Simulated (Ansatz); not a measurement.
Band structure of PdIn (Pm-3m, 2 atoms in the cell).

```
CELL_PARAMETERS angstrom
      3.25000     0.00000     0.00000
      0.00000     3.25000     0.00000
      0.00000     0.00000     3.25000
ATOMIC_POSITIONS crystal
  In 0.50000 0.50000 0.50000
  Pd 0.00000 0.00000 0.00000
```

Method: PBE (plane waves, PAW; Ansatz, a program for electronic structure).

Settings: basis.ecutwfc = 30.9 Ry; kpoints.mp_grid.grid = 8 8 8; hamiltonian.xc = pbe; hamiltonian.pseudopotentials = {kind: paw} (the program's default PAW files); scf.occupations.method = fermi_dirac; scf.occupations.width = 0.0073 Ry; kpoints.band_path.npoints = 8.

The starting cell has typed, rounded lattice constants, without a prior relaxation at this level. Spin polarisation is off.

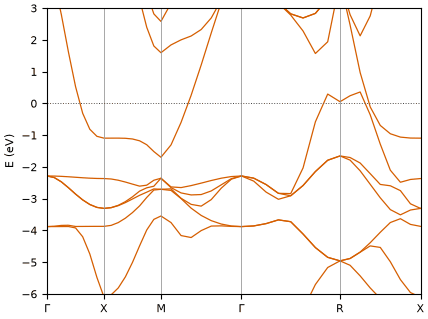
*Bands along the path, energies from the Fermi level.*

Levels in eV from the Fermi level, bands 12 to 19:
```tsv
point	12	13	14	15	16	17	18	19
Γ	-3.88	-2.28	-2.28	-2.28	4.30	4.30	4.30	9.72
X	-3.87	-3.31	-3.31	-2.37	-1.09	9.78	9.78	9.99
M	-2.70	-2.70	-2.36	-2.36	-1.70	1.60	2.58	9.66
R	-4.96	-1.65	-1.65	0.05	3.86	3.86	3.86	4.52
```

Bands cross the Fermi level along this path, so the cell is metallic at this level.

Keys are those of Ansatz 0.2.
